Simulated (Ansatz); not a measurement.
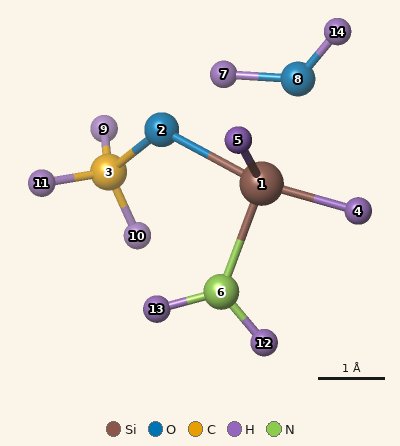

Fig. 1: The structure (ball-and-stick view, seen at a tilt; atoms are numbered from 1 in the order of the input).

Phonon calculation of CH$_{9}$NO$_{2}$Si

The run: phonon calculation of CH$_{9}$NO$_{2}$Si. Method and program: RKS PBE-D4/6-31G (Ansatz 0.2.0).

It belongs to a series of runs on one base structure; here: vibrations at the highest image of the band. Figures and captions count atoms from 1; the log counts them from 0 in places.

What the program printed:
```
Engine: ansatz 0.2.0, x86_64-unknown-linux-gnu
Functional definition: PBE
  parameter kappa = 0.804
  parameter beta = 0.06672455060314922
  exchange = pbe_x(kappa = kappa, mu = beta*pi^2/3)
  correlation = pbe_c(beta = beta)
921 factors; integrals over basis functions are off by at most 1.8e-4 eV
mean field evaluation 1: about -14615.9002 eV, gradient 8.6e1 eV
mean field evaluation 2: about -14571.8481 eV, gradient 1.6e2 eV
mean field evaluation 4: about -14630.0399 eV, gradient 1.3e1 eV
mean field evaluation 8: about -14630.3928 eV, gradient 3.7e-1 eV
mean field evaluation 16: about -14630.3758 eV, gradient 2.5e-5 eV
mean field -14630.37579858 eV, -537.6563937728 hartree, gradient 2.5e-5 eV, S^2 0.000000; 0 other end points of the search recorded, 0 dependent functions left out
the calculation of the forces begins
reference -14630.37583192 eV, -537.6563949980 hartree; 26, 26 occupied and 41, 41 virtual orbitals, 921 factors
these checks for a lower state are left out or cut short: stability, starts, cluster_reference, orbital_swaps, neighbouring_geometries, increment
921 factors; integrals over basis functions are off by at most 1.8e-4 eV
mean field -14630.37571354 eV, -537.6563906477 hartree, gradient 1.4e-6 eV, S^2 0.000000; 0 other end points of the search recorded, 0 dependent functions left out
[... from here on the field's lines of each further geometry are left out, up to the last ...]
the calculation of the forces begins
reference -14630.37583416 eV, -537.6563950806 hartree; 26, 26 occupied and 41, 41 virtual orbitals, 921 factors
these checks for a lower state are left out or cut short: stability, starts, cluster_reference, orbital_swaps, neighbouring_geometries, increment
921 factors; integrals over basis functions are off by at most 1.8e-4 eV
mean field -14630.37578876 eV, -537.6563934121 hartree, gradient 1.0e-6 eV, S^2 0.000000; 0 other end points of the search recorded, 0 dependent functions left out
the calculation of the forces begins
reference -14630.37582210 eV, -537.6563946371 hartree; 26, 26 occupied and 41, 41 virtual orbitals, 921 factors
WARN: phonons: modes at or below zero, which the zero-point energy, F, S and C_V leave out: 2, the lowest at -439.92 cm⁻¹. A minimum has none, and a first-order saddle one
Total energy: -14630.63944537 eV, -537.6660826139 hartree
Atom 0 at    -1.039055     0.489578    -0.369428 Å, force     0.015440    -0.010002    -0.009850 eV/Å
Atom 1 at     0.932303     0.375249    -0.260559 Å, force     0.004068     0.009052     0.001808 eV/Å
Atom 2 at     1.693100    -0.771944     0.203814 Å, force    -0.015075     0.010856    -0.000377 eV/Å
Atom 3 at    -2.394080     0.706581     0.305767 Å, force    -0.002269    -0.001871    -0.000781 eV/Å
Atom 4 at    -1.011896     1.274116    -1.663231 Å, force     0.001901    -0.000661     0.000224 eV/Å
Atom 5 at    -1.221003    -1.272479    -0.506820 Å, force    -0.007287     0.007322     0.009936 eV/Å
Atom 6 at     0.731484     1.404398     0.521921 Å, force    -0.006513     0.002789     0.000275 eV/Å
Atom 7 at    -0.256781     1.830123     0.918116 Å, force     0.006889    -0.002524     0.002952 eV/Å
Atom 8 at     2.427333    -0.441218     0.959152 Å, force     0.001172    -0.001154    -0.003847 eV/Å
Atom 9 at     1.029504    -1.533359     0.651499 Å, force     0.007918    -0.004885     0.003267 eV/Å
Atom 10 at     2.237676    -1.217641    -0.646490 Å, force    -0.000770    -0.004153    -0.000616 eV/Å
Atom 11 at    -2.051425    -1.724541    -0.134717 Å, force    -0.000489    -0.003257    -0.004921 eV/Å
Atom 12 at    -0.573685    -1.892769    -0.986101 Å, force    -0.003585     0.001808     0.001519 eV/Å
Atom 13 at    -0.503476     2.773905     1.007077 Å, force    -0.001400    -0.003320     0.000410 eV/Å
Dipole moment:     0.136229    -0.056956     0.164947 e Å
Vibrations: -439.92 -30.92 125.16 144.88 236.94 319.85 376.40 424.11 490.82 499.08 563.26 627.11 738.38 775.56 778.70 812.56 917.63 968.41 1034.58 1055.85 1132.24 1142.40 1285.72 1450.50 1488.50 1511.37 1583.58 2010.45 2032.41 2107.83 2959.30 3044.82 3048.47 3527.83 3641.75 3660.99 cm⁻¹, zero-point energy 2.883714 eV
```

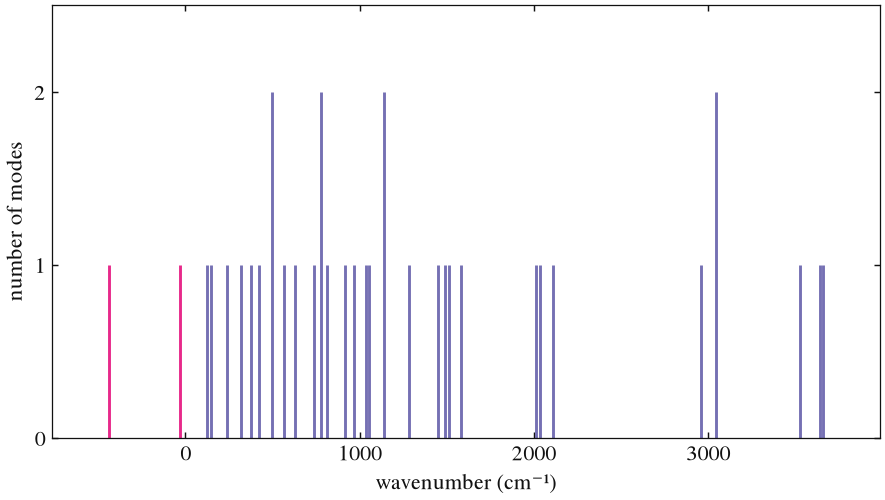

Fig. 2: Harmonic vibrational wavenumbers from the force constants; neighbouring modes closer than 19 cm⁻¹ are counted in one stick, and imaginary ones are drawn at negative wavenumbers. 36 modes from 440i to 3661 cm⁻¹, 2 imaginary beyond 8i (440i, 31i cm⁻¹): not a minimum.

This output came from the following input.

The input:
```yaml
crystal:
  periodic: [false, false, false]
  atoms:
    - { symbol: Si, position_ang: [-1.039055, 0.489578, -0.369428] }
    - { symbol: O, position_ang: [0.932303, 0.375249, -0.260559] }
    - { symbol: C, position_ang: [1.6931, -0.771944, 0.203814] }
    - { symbol: H, position_ang: [-2.39408, 0.706581, 0.305767] }
    - { symbol: H, position_ang: [-1.011896, 1.274116, -1.663231] }
    - { symbol: "N", position_ang: [-1.221003, -1.272479, -0.50682] }
    - { symbol: H, position_ang: [0.731484, 1.404398, 0.521921] }
    - { symbol: O, position_ang: [-0.256781, 1.830123, 0.918116] }
    - { symbol: H, position_ang: [2.427333, -0.441218, 0.959152] }
    - { symbol: H, position_ang: [1.029504, -1.533359, 0.651499] }
    - { symbol: H, position_ang: [2.237676, -1.217641, -0.64649] }
    - { symbol: H, position_ang: [-2.051425, -1.724541, -0.134717] }
    - { symbol: H, position_ang: [-0.573685, -1.892769, -0.986101] }
    - { symbol: H, position_ang: [-0.503476, 2.773905, 1.007077] }
basis:
  gaussian: { orbitals: "6-31G" }
hamiltonian:
  xc: pbe
  dispersion: d4
phonons: {}
```

Command:
```bash
ansatz run input.yaml --threads 1 --pin off --max-ram 2048MiB --backend cpu --events-out ev --progress --plain --runs-dir out
```

Summary:

| quantity | value |
| --- | --- |
| outcome | converged |
| total energy | −14630.6394 eV |
| mean-field energy | −14630.3758 eV |
| largest force (length of the vector) | 0.021 eV/Å |
| hardware | 1 thread of Intel Xeon (Sapphire Rapids), 64 GiB of memory available, shared host |
| wall time | 3 min |
| peak memory | 0.14 GiB |
